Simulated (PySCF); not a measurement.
# SiH2O2 (SMILES O[Si]O) at SVWN5/aug-cc-pVDZ

What is the energy change on altering one bond length of SiH2O2 at SVWN5/aug-cc-pVDZ? Input form: a Python script.

The calculation is run with PySCF 2.14.0.

1 further run of the same task is left out (set aside as unsound or not needed).

## 1. The system as given

SiH2O2: 5 atoms, total charge 0, spin state singlet. SMILES: `O[Si]O`. The shape is that of a PBE0-D4/def2-TZVP optimisation. This is one conformer, not always the lowest.

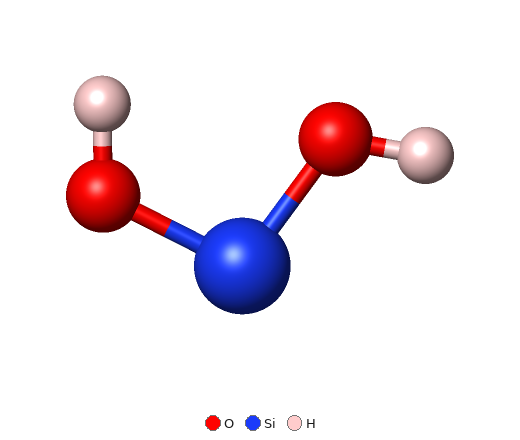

Viewed from a chosen angle; oxygen red, silicon blue, hydrogen pink.

## 2. The energy at SVWN5/aug-cc-pVDZ

The input, run.py:

```python
# O[Si]O
from pyscf import gto, dft

mol = gto.Mole()
mol.atom = [
    ('O', (-1.443200, -0.105600, -0.275000)),
    ('Si', (-0.212000, -0.791300, 0.567700)),
    ('O', (1.036000, 0.187500, 0.068600)),
    ('H', (-1.231900, 0.648900, -0.836100)),
    ('H', (1.901100, -0.013100, 0.433400)),
]
mol.verbose = 3
mol.basis = 'aug-cc-pvdz'
mol.max_memory = 1860
mol.build()

ks = dft.RKS(mol, xc='svwn')
ks.grids.level = 5
ks.conv_tol = 1e-10
ks.kernel()
if not ks.converged:
    ks = ks.newton().run(ks.mo_coeff, ks.mo_occ)

e_tot = ks.e_tot
print('Final energy', e_tot)
```

On the command line:

```console
$ OMP_NUM_THREADS=1 python run.py
```

What it wrote:

```text
converged SCF energy = -438.995220945701
Final energy -438.99522094570125
```

Wall time 8.7 s (1 thread of Intel Xeon at 2.70GHz, shared host); peak memory 0.31 GiB.

## 3. The distorted shape

The input, run.py:

```python
from pyscf import gto, dft

molecule = gto.M(
    atom='''
O     -1.875757    -0.005298    -0.457403
Si    -0.644557    -0.690998     0.385297
O      0.603443     0.287802    -0.113803
H     -1.664457     0.749202    -1.018503
H      1.901100    -0.013100     0.433400
''',
    verbose=4,
    basis='aug-cc-pvdz',
    max_memory=1860,
    spin=0,
)

mf = dft.RKS(molecule, xc='svwn')
mf.grids.level = 5
mf.conv_tol = 1e-10
mf.kernel()
if not mf.converged:
    mf = mf.newton().run(mf.mo_coeff, mf.mo_occ)

etot = mf.e_tot
print('Final energy', etot)
```

On the command line:

```console
$ OMP_NUM_THREADS=1 python run.py
```

What it wrote:

```text
PySCF version 2.14.0

[INPUT] num. atoms = 5
[INPUT] num. electrons = 32
[INPUT] charge = 0
[INPUT] spin (= nelec alpha-beta = 2S) = 0
[INPUT] symmetry False subgroup None
[INPUT] Mole.unit = angstrom
[INPUT] Symbol           X                Y                Z      unit          X                Y                Z       unit  Magmom
[INPUT]  1 O     -1.875757000000  -0.005298000000  -0.457403000000 AA   -3.544667006236  -0.010011769008  -0.864366398554 Bohr   0.0
[INPUT]  2 Si    -0.644557000000  -0.690998000000   0.385297000000 AA   -1.218036201671  -1.305796972622   0.728105806617 Bohr   0.0
[INPUT]  3 O      0.603443000000   0.287802000000  -0.113803000000 AA    1.140342001786   0.543866958102  -0.215056502154 Bohr   0.0
[INPUT]  4 H     -1.664457000000   0.749202000000  -1.018503000000 AA   -3.145367876115   1.415786591976  -1.924691727048 Bohr   0.0
[INPUT]  5 H      1.901100000000  -0.013100000000   0.433400000000 AA    3.592558335411  -0.024755412232   0.819007302386 Bohr   0.0

nuclear repulsion = 101.53826434115
number of shells = 34
number of NR pGTOs = 142
number of NR cGTOs = 91
basis = aug-cc-pvdz
ecp = {}

******** <class 'pyscf.dft.rks.RKS'> ********
method = RKS
initial guess = minao
damping factor = 0
level_shift factor = 0
DIIS = <class 'pyscf.scf.diis.CDIIS'>
diis_start_cycle = 1
diis_space = 8
diis_damp = 0
SCF conv_tol = 1e-10
SCF conv_tol_grad = None
SCF max_cycles = 50
direct_scf = True
direct_scf_tol = 1e-13
XC library pyscf.dft.libxc version 7.0.0
    S. Lehtola, C. Steigemann, M. J.T. Oliveira, and M. A.L. Marques.,  SoftwareX 7, 1–5 (2018)
XC functionals = svwn
    P. A. M. Dirac.,  Math. Proc. Cambridge Philos. Soc. 26, 376 (1930)
    F. Bloch.,  Z. Phys. 57, 545 (1929)
    S. H. Vosko, L. Wilk, and M. Nusair.,  Can. J. Phys. 58, 1200 (1980)
radial grids:
    Treutler-Ahlrichs [JCP 102, 346 (1995); DOI:10.1063/1.469408] (M4) radial grids

becke partition: Becke, JCP 88, 2547 (1988); DOI:10.1063/1.454033
pruning grids: <function nwchem_prune>
grids dens level: 5
symmetrized grids: False
atomic radii adjust function: <function treutler_atomic_radii_adjust>
small_rho_cutoff = 0
Set gradient conv threshold to 1e-05
Initial guess from minao.
tot grids = 176592
init E= -439.018693899193
  HOMO = -0.258771912952721  LUMO = -0.118838941580419  gap/eV = 3.80777
cycle= 1 E= -438.643113485575  delta_E= 0.376  |g|= 1.12  |ddm|= 2.29
  HOMO = -0.0669452951303384  LUMO = -0.0184679488159287  gap/eV = 1.31914
cycle= 2 E= -436.123632500879  delta_E= 2.52  |g|= 3.28  |ddm|= 2.88
  HOMO = -0.212496070196487  LUMO = -0.134875194802005  gap/eV = 2.11217
cycle= 3 E= -438.89989111233  delta_E= -2.78  |g|= 0.241  |ddm|= 2.37
  HOMO = -0.222654490486757  LUMO = -0.125702951074209  gap/eV = 2.63819
cycle= 4 E= -438.881615446846  delta_E= 0.0183  |g|= 0.412  |ddm|= 0.529
  HOMO = -0.225495012958991  LUMO = -0.138427520774504  gap/eV = 2.36923
cycle= 5 E= -438.914905643661  delta_E= -0.0333  |g|= 0.0818  |ddm|= 0.312
  HOMO = -0.218888418121724  LUMO = -0.134553047439807  gap/eV = 2.29488
cycle= 6 E= -438.916710619942  delta_E= -0.0018  |g|= 0.0166  |ddm|= 0.0864
  HOMO = -0.220046154296054  LUMO = -0.135563712192015  gap/eV = 2.29888
cycle= 7 E= -438.916772686495  delta_E= -6.21e-05  |g|= 0.00341  |ddm|= 0.0148
  HOMO = -0.21991566708286  LUMO = -0.135830164196733  gap/eV = 2.28808
cycle= 8 E= -438.916774803378  delta_E= -2.12e-06  |g|= 0.00139  |ddm|= 0.00371
  HOMO = -0.220014764279173  LUMO = -0.135754713039119  gap/eV = 2.29283
cycle= 9 E= -438.916775340968  delta_E= -5.38e-07  |g|= 0.000346  |ddm|= 0.00121
  HOMO = -0.22000768047613  LUMO = -0.135773289975456  gap/eV = 2.29213
cycle= 10 E= -438.916775368501  delta_E= -2.75e-08  |g|= 3.26e-05  |ddm|= 0.000352
  HOMO = -0.220010147305426  LUMO = -0.135770544028579  gap/eV = 2.29228
cycle= 11 E= -438.916775368762  delta_E= -2.61e-10  |g|= 3.55e-06  |ddm|= 4.86e-05
  HOMO = -0.220009978243605  LUMO = -0.135771288680388  gap/eV = 2.29225
cycle= 12 E= -438.91677536877  delta_E= -7.96e-12  |g|= 7.88e-07  |ddm|= 6.48e-06
  HOMO = -0.220010194407265  LUMO = -0.135771219553889  gap/eV = 2.29226
Extra cycle  E= -438.916775368767  delta_E= 3.41e-12  |g|= 1.92e-06  |ddm|= 2.43e-06
converged SCF energy = -438.916775368767
Final energy -438.9167753687668
```

It took 8.4 s on 1 thread of Intel Xeon at 2.70GHz, shared host; peak memory 0.31 GiB.

## 4. Summary of results

Level: SVWN5/aug-cc-pVDZ.

| quantity | value |
| --- | --- |
| first shape: total energy | -438.99522 Eh |
| first shape: dipole moment | 1.80 D |
| first shape: HOMO energy | -6.17 eV |
| first shape: LUMO energy | -2.22 eV |
| first shape: HOMO–LUMO gap | 3.95 eV |
| distorted shape: total energy | -438.91678 Eh |
| distorted shape: dipole moment | 2.24 D |
| distorted shape: HOMO energy | -5.99 eV |
| distorted shape: LUMO energy | -3.69 eV |
| distorted shape: HOMO–LUMO gap | 2.29 eV |
| energy change with the O3–H5 bond stretched from 0.960 to 1.440 Å | 2.135 eV |

In words: One bond (distorted shape) is far stretched, which a spin-restricted single reference describes badly; a broken-symmetry solution may lie lower. With the O3–H5 bond stretched from 0.960 to 1.440 Å the energy rises by 2.13 eV (206 kJ/mol). The first shape isn't relaxed at this level, so the change isn't measured from a minimum. A restricted reference can't describe the breaking bond well at this length. Mulliken charges (first shape) run from -0.44 on O3 to +0.65 on Si2; in a basis this large or diffuse they mean little. Mulliken charges (distorted shape) run from -0.66 on O3 to +0.62 on Si2; in a basis this large or diffuse they mean little.
